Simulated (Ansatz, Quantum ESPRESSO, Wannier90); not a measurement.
# straight Ir chain, spacing 2.30 Å: Wannier functions and conductance, part 4 of 6

Aim: a Wannier model and the conductance steps that follow from it, for this wire: straight Ir chain, spacing 2.30 Å.

Quantum ESPRESSO 7.5 and Wannier90 3.1.0; plane-wave DFT, PBE, GBRV ultrasoft pseudopotentials; cross-check by Ansatz 0.2.0 with PAW datasets.

So far. Step 2 (Self-consistent run): The run needed 12 iterations to bring the estimated error under 1e-07 Ry. Step 6 (Localisation, bands and conductance, with dis_win_max − …): The outer window must hold at least num_wann states at every k: widen it, with enough bands computed to fill it.

### 9. Localisation, bands and conductance

Level of this step: maximally localised Wannier functions and ballistic conductance; plane-wave DFT, PBE, GBRV ultrasoft pseudopotentials (Wannier90).

After disentangling and localising, transport_mode = bulk builds principal layers from hoppings within dist_cutoff and counts open channels.

wan.win

```
num_wann = 9
num_bands = 36
num_iter = 200
num_print_cycles = 20
conv_tol = 1e-8
conv_window = 5
guiding_centres = true
dis_num_iter = 1500
dis_conv_tol = 1e-8
dis_win_min = -13.9515
dis_win_max = 17.0485
dis_froz_max = -1.4515
search_shells = 120
fermi_energy = -2.9515

transport = true
transport_mode = bulk
one_dim_axis = z
dist_cutoff = 18.3
dist_cutoff_mode = one_dim
tran_win_min = -4.0
tran_win_max = 2.0
tran_energy_step = 0.02

bands_plot = true
bands_num_points = 96
begin kpoint_path
G 0.0 0.0 0.0 Z 0.0 0.0 0.5
end kpoint_path

begin projections
Ir:s;p;d
end projections

begin unit_cell_cart
ang
  8.0000000000 0.0000000000 0.0000000000
  0.0000000000 8.0000000000 0.0000000000
  0.0000000000 0.0000000000 2.3000000000
end unit_cell_cart

begin atoms_frac
  Ir 0.0000000000 0.0000000000 0.0000000000
end atoms_frac

mp_grid = 1 1 16
begin kpoints
  0.0 0.0 0.0000000000
  0.0 0.0 0.0625000000
  0.0 0.0 0.1250000000
  0.0 0.0 0.1875000000
  0.0 0.0 0.2500000000
  0.0 0.0 0.3125000000
  0.0 0.0 0.3750000000
  0.0 0.0 0.4375000000
  0.0 0.0 0.5000000000
  0.0 0.0 0.5625000000
  0.0 0.0 0.6250000000
  0.0 0.0 0.6875000000
  0.0 0.0 0.7500000000
  0.0 0.0 0.8125000000
  0.0 0.0 0.8750000000
  0.0 0.0 0.9375000000
end kpoints
```

Launch:

```
OMP_NUM_THREADS=1 wannier90.x wan > wan.run.log
```

Output:

```text
[banner, memory and clock lines left out]
+---------------------------------------------------+
             |                                                   |
             |                   WANNIER90                       |
             |                                                   |
             +---------------------------------------------------+
             |                                                   |
             |        Welcome to the Maximally-Localized         |
             |        Generalized Wannier Functions code         |
             |                             |
             |                                                   |
             |                                                   |
             |  Wannier90 Developer Group:                       |
             |    Giovanni Pizzi    (EPFL)                       |
             |    Valerio Vitale    (Cambridge)                  |
             |    David Vanderbilt  (Rutgers University)         |
             |    Nicola Marzari    (EPFL)                       |
             |    Ivo Souza         (Universidad del Pais Vasco) |
             |    Arash A. Mostofi  (Imperial College London)    |
             |    Jonathan R. Yates (University of Oxford)       |
             |                                                   |
             |  For the full list of Wannier90 3.x authors,      |
             |  please check the code documentation and the      |
             |  README on the GitHub page of the code            |
             |                                                   |
             |                                                   |
             |                                                   |
             |  [ref] "Wannier90 as a community code:            |
             |        new features and applications",            |
             |        165902 (2020).                             |
             |            |
             |                                                   |
             |  in any publications arising from the use of      |
             |                                                   |
             |  [ref] "Maximally Localized Generalised Wannier   |
             |         Functions for Composite Energy Bands"     |
             |         N. Marzari and D. Vanderbilt              |
             |         Phys. Rev. B 56 12847 (1997)              |
             |                                                   |
             |  [ref] "Maximally Localized Wannier Functions     |
             |         for Entangled Energy Bands"               |
             |         I. Souza, N. Marzari and D. Vanderbilt    |
             |         Phys. Rev. B 65 035109 (2001)             |
             |                                                   |
             |                                                   |
             | Copyright (c) 1996-2020                           |
             |        The Wannier90 Developer Group and          |
             |        individual contributors                    |
             |                                                   |
             |      Release: 3.1.0        5th March    2020      |
             |                                                   |
             | This program is free software; you can            |
             | redistribute it and/or modify it under the terms  |
             | of the GNU General Public License as published by |
             | the Free Software Foundation; either version 2 of |
             | the License, or (at your option) any later version|
             |                                                   |
             | This program is distributed in the hope that it   |
             | will be useful, but WITHOUT ANY WARRANTY; without |
             | even the implied warranty of MERCHANTABILITY or   |
             | FITNESS FOR A PARTICULAR PURPOSE. See the GNU     |
             | General Public License for more details.          |
             |                                                   |
             | You should have received a copy of the GNU General|
             | Public License along with this program; if not,   |
             | write to the Free Software Foundation, Inc.,      |
             | 675 Mass Ave, Cambridge, MA 02139, USA.           |
             |                                                   |
             +---------------------------------------------------+
             +---------------------------------------------------+

 ******************************************************************************
 * -> Using CODATA 2006 constant values                                       *
 *    (                      *
 * -> Using Bohr value from CODATA                                            *
 ******************************************************************************

 Running in serial (with parallel executable)

                                    ------
                                    SYSTEM
                                    ------

                              Lattice Vectors (Ang)
                    a_1     8.000000   0.000000   0.000000
                    a_2     0.000000   8.000000   0.000000
                    a_3     0.000000   0.000000   2.300000

                   Unit Cell Volume:     147.20000  (Ang^3)

                        Reciprocal-Space Vectors (Ang^-1)
                    b_1     0.785398   0.000000   0.000000
                    b_2     0.000000   0.785398   0.000000
                    b_3     0.000000   0.000000   2.731820

 *----------------------------------------------------------------------------*
 |   Site       Fractional Coordinate          Cartesian Coordinate (Ang)     |
 +----------------------------------------------------------------------------+
 | Ir   1   0.00000   0.00000   0.00000   |    0.00000   0.00000   0.00000    |
 *----------------------------------------------------------------------------*
                                ------------
                                K-POINT GRID
                                ------------

             Grid size =  1 x  1 x 16      Total points =   16

 *---------------------------------- MAIN ------------------------------------*
 |  Number of Wannier Functions               :                 9             |
 |  Number of Objective Wannier Functions     :                 9             |
 |  Number of input Bloch states              :                36             |
 |  Output verbosity (1=low, 5=high)          :                 1             |
[...]
Sum of centres and spreads ( -0.000342,  0.002850, -1.150047 )    11.41575118

     40    -0.506E-03     0.0719516138       11.4157511828       1.13  <-- CONV
        O_D=      0.0000838 O_OD=      3.2112400 O_TOT=     11.4157512 <-- SPRD
 Delta: O_D= -0.3252544E-04 O_OD= -0.4734879E-03 O_TOT= -0.5060134E-03 <-- DLTA
 Cycle:     60
[...]
Sum of centres and spreads ( -0.001685,  0.014025, -1.149990 )    11.41232315

     60    -0.162E-03     0.0320579200       11.4123231471       1.15  <-- CONV
        O_D=      0.0000586 O_OD=      3.2078372 O_TOT=     11.4123231 <-- SPRD
 Delta: O_D=  0.3490656E-04 O_OD= -0.1967569E-03 O_TOT= -0.1618503E-03 <-- DLTA
 Cycle:     80
[...]
Sum of centres and spreads ( -0.017216,  0.130574, -1.150038 )    11.37801451

     80    -0.772E-02     0.2590751222       11.3780145113       1.17  <-- CONV
        O_D=      0.0022075 O_OD=      3.1713797 O_TOT=     11.3780145 <-- SPRD
 Delta: O_D=  0.1164325E-02 O_OD= -0.8882518E-02 O_TOT= -0.7718193E-02 <-- DLTA
 Cycle:    100
[...]
Sum of centres and spreads ( -0.094510,  0.158804, -1.150039 )    10.95834091

    100    -0.149E-01     0.3570972785       10.9583409127       1.18  <-- CONV
        O_D=      0.0087004 O_OD=      2.7452132 O_TOT=     10.9583409 <-- SPRD
 Delta: O_D=  0.2729033E-02 O_OD= -0.1765085E-01 O_TOT= -0.1492182E-01 <-- DLTA

 Writing checkpoint file wan.chk... done

 Cycle:    120
[...]
Sum of centres and spreads ( -0.203598,  0.042032, -1.149876 )    10.58574743

    120    -0.286E-01     0.4763347019       10.5857474278       1.20  <-- CONV
        O_D=      0.0079660 O_OD=      2.3733541 O_TOT=     10.5857474 <-- SPRD
 Delta: O_D=  0.4408817E-02 O_OD= -0.3299417E-01 O_TOT= -0.2858535E-01 <-- DLTA
 Cycle:    140
[...]
Sum of centres and spreads ( -0.104640,  0.016605, -1.150014 )    10.24176337

    140    -0.117E-01     0.3163171409       10.2417633668       1.22  <-- CONV
        O_D=      0.0056443 O_OD=      2.0316917 O_TOT=     10.2417634 <-- SPRD
 Delta: O_D=  0.1537950E-02 O_OD= -0.1325963E-01 O_TOT= -0.1172168E-01 <-- DLTA
 Cycle:    160
[...]
Sum of centres and spreads ( -0.041477,  0.006220, -1.150006 )    10.13216433

    160    -0.216E-02     0.1340470296       10.1321643335       1.24  <-- CONV
        O_D=      0.0048997 O_OD=      1.9228373 O_TOT=     10.1321643 <-- SPRD
 Delta: O_D=  0.4221276E-03 O_OD= -0.2580358E-02 O_TOT= -0.2158230E-02 <-- DLTA
 Cycle:    180
[...]
Sum of centres and spreads ( -0.016827,  0.003266, -1.149991 )    10.10503152

    180    -0.677E-03     0.0782554372       10.1050315246       1.26  <-- CONV
        O_D=      0.0046568 O_OD=      1.8959474 O_TOT=     10.1050315 <-- SPRD
 Delta: O_D=  0.8670247E-04 O_OD= -0.7639773E-03 O_TOT= -0.6772749E-03 <-- DLTA
 Cycle:    200
[...]
Sum of centres and spreads ( -0.009498,  0.002322, -1.150001 )    10.09837879

    200    -0.230E-03     0.0444697701       10.0983787907       1.28  <-- CONV
        O_D=      0.0045850 O_OD=      1.8893664 O_TOT=     10.0983788 <-- SPRD
 Delta: O_D=  0.3921399E-04 O_OD= -0.2690506E-03 O_TOT= -0.2298367E-03 <-- DLTA

 Writing checkpoint file wan.chk... done

 Final State
[...]
WF centre and spread    2  (  0.001070, -0.000990, -1.149974 )     1.59516492
  WF centre and spread    3  ( -0.861425, -0.021997, -0.000011 )     1.42314382
  WF centre and spread    4  (  0.040218,  0.842545, -0.000012 )     1.40025073
  WF centre and spread    5  (  0.083696, -0.835187, -0.000027 )     1.39870149
  WF centre and spread    6  ( -0.000535, -0.000001,  0.000010 )     0.91031891
  WF centre and spread    7  ( -0.000002,  0.000263,  0.000022 )     0.91030350
  WF centre and spread    8  (  0.820623,  0.017704, -0.000006 )     1.38835354
  WF centre and spread    9  ( -0.093144, -0.000015, -0.000001 )     0.96618172
  Sum of centres and spreads ( -0.009498,  0.002322, -1.150001 )    10.09837879

         Spreads (Ang^2)       Omega I      =     8.204427359
        ================       Omega D      =     0.004584990
                               Omega OD     =     1.889366441
    Final Spread (Ang^2)       Omega Total  =    10.098378791
 Time for wannierise            0.190 (sec)

 Writing checkpoint file wan.chk... done

 *---------------------------------------------------------------------------*
 |                               PLOTTING                                    |
 *---------------------------------------------------------------------------*

 Translated centres
    translation centre in fractional coordinate:  0.000000  0.000000  0.000000
  WF centre     1  (  0.000002,  0.000000, -0.000002 )
  WF centre     2  (  0.001070, -0.000990, -1.149974 )
  WF centre     3  ( -0.861425, -0.021997, -0.000011 )
  WF centre     4  (  0.040218,  0.842545, -0.000012 )
  WF centre     5  (  0.083696, -0.835187, -0.000027 )
  WF centre     6  ( -0.000535, -0.000001,  0.000010 )
  WF centre     7  ( -0.000002,  0.000263,  0.000022 )
  WF centre     8  (  0.820623,  0.017704, -0.000006 )
  WF centre     9  ( -0.093144, -0.000015, -0.000001 )

 Calculating interpolated band-structure

 Time to calculate interpolated band structure       0.009 (sec)

 Time for plotting              0.013 (sec)

 *---------------------------------------------------------------------------*
 |                              TRANSPORT                                    |
 *---------------------------------------------------------------------------*

 Calculation of Quantum Conductance and DoS: bulk mode

 Maximum imaginary part of the real-space Hamiltonian:     0.002923

     Maximum real part of the real-space Hamiltonian at each lattice point
            Lattice point R           Max |H_ij(R)|
                  -9                     0.000000
                  -8                     0.000302
                  -7                     0.004470
                  -6                     0.004976
                  -5                     0.005933
                  -4                     0.027604
                  -3                     0.106758
                  -2                     0.375315
                  -1                     3.045406
                   0                     8.868503
                   1                     3.045406
                   2                     0.375315
                   3                     0.106758
                   4                     0.027604
                   5                     0.005933
                   6                     0.004976
                   7                     0.004470
                   8                     0.000302
                   9                     0.000000

 Number of unit cells inside the principal layer:     8
 Number of Wannier Functions inside the principal layer:    72

 Calculating quantum conductance and density of states... done

 Time for transport             6.909 (sec)
 Total Execution Time           8.297 (sec)

 *===========================================================================*
 |                             TIMING INFORMATION                            |
 *===========================================================================*
 |    Tag                                                Ncalls      Time (s)|
 |---------------------------------------------------------------------------|
 |kmesh: get                                        :         1         0.014|
 |overlap: allocate                                 :         1         0.000|
 |overlap: read                                     :         1         0.069|
 |dis: main                                         :         1         1.097|
 |wann: main                                        :         1         0.190|
 |plot: main                                        :         1         0.013|
 |tran: main                                        :         1         6.909|
 *---------------------------------------------------------------------------*

 All done: wannier90 exiting
[key lines of the parts left out:]
|  Fermi energy (eV)                         :            -2.951             |
```

Wall time 8.7 s (1 MPI rank of Arm Neoverse V2, shared host); peak memory 0.09 GiB.

Read from the output:

| Property | Result |
| --- | --- |
| lead channels at the Fermi level, one spin | 6.000 |
| total spread | 10.10 Å² |
| gauge-invariant spread | 8.204 Å² |
| largest misfit to plane-wave levels between mesh points, inside the frozen window | 0.005541 eV |

Per spin. Table of quantum conductance of the perfect wire, open channels by energy, zero at the Fermi level:

```csv
energy (eV),"quantum conductance of the perfect wire, open channels"
-4.000,3
-3.500,3
-3.000,3
-2.500,3
-2.000,3
-1.500,4
-1.020,6
-0.500,6
0.000,6.00
0.500,4
1.000,3.00
1.500,3
2.000,3.00
```

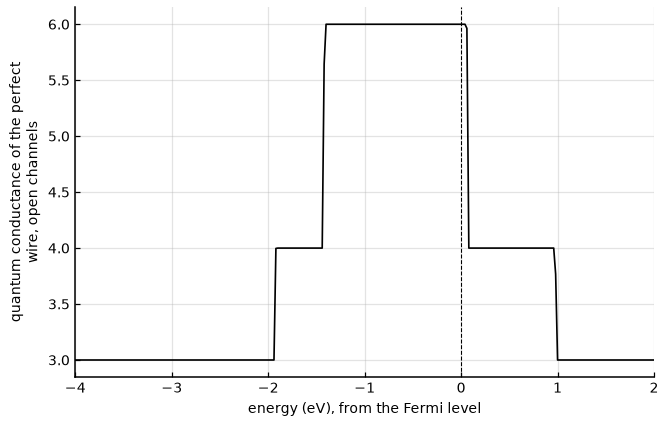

Quantum conductance of the perfect wire, open channels against energy.

Wannier functions:

```
no.     x (Å)     y (Å)     z (Å)  spread (Å²)
  1   2.00e-6         0  -2.00e-6        0.106
  2   0.00107  -9.90e-4     -1.15        1.595
  3   -0.8614    -0.022  -1.10e-5        1.423
  4   0.04022    0.8425  -1.20e-5          1.4
  5    0.0837   -0.8352  -2.70e-5        1.399
  6  -5.35e-4  -1.00e-6   1.00e-5       0.9103
  7  -2.00e-6   2.63e-4   2.20e-5       0.9103
  8    0.8206    0.0177  -6.00e-6        1.388
  9  -0.09314  -1.50e-5  -1.00e-6       0.9662
```

Electronic bands along the path, in eV, zero at the Fermi level; # counts the bands kept:

| point | #1 | #2 | #3 | #4 | #5 | #6 | #7 | #8 |
| --- | --- | --- | --- | --- | --- | --- | --- | --- |
| Γ | -6.97 | -1.92 | -1.42 | -1.42 | 2.08 | 2.08 | 3.85 | 3.85 |
| Z | -4.21 | -4.21 | 0.06 | 0.06 | 0.98 | 5.82 | 10.90 | 10.90 |

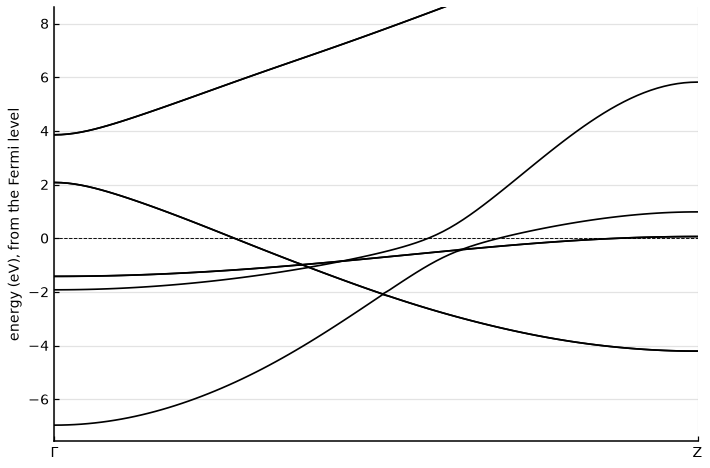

Electronic bands along the path.

Bands and channels are those of the Wannier model: bands that were not projected, and all outside the frozen window, are missing or only approximate.

### 10. Neighbour list from wannier90 -pp, with dist_cutoff = 2.76

A sensitivity test on the input.

wan_w.win is the input of step 9 with these lines changed:

```diff
@@ -18,3 +18,3 @@
 one_dim_axis = z
-dist_cutoff = 18.3
+dist_cutoff = 2.76
 dist_cutoff_mode = one_dim
```

Launch:

```
OMP_NUM_THREADS=1 wannier90.x -pp wan_w > wan_w.pp.log
```

The job ended after 0.45 s (1 MPI rank; peak memory 0.09 GiB).

### 11. Overlaps and projections

The follow-up step for that run.

wan_w.p2w.in

```
&inputpp
  prefix = 'nscf'
  outdir = './out'
  seedname = 'wan_w'
  write_mmn = .true.
  write_amn = .true.
  write_unk = .false.
/
```

Launch:

```
OMP_NUM_THREADS=1 mpirun -n 4 pw2wannier90.x -in wan_w.p2w.in > wan_w.p2w.out
```

Wall time 2.7 s (4 MPI ranks); peak memory 0.17 GiB.

[end of part 4 of 6]

[Logs are printed without paths, hosts, clocks, repeated set-up lines and the standing remarks that a program may print on its own settings, such as how far it seeks lower states.]

[Hosts, paths, dates, database ids (printed as entryN), source tags and the programs' standing remarks are cut or masked in the printed files.]

[Maps of the electrostatic potential energy from Ansatz leave out the sawtooth potential of an applied field or a dipole correction, so their vacuum need not be flat; planar profiles and work functions include it.]
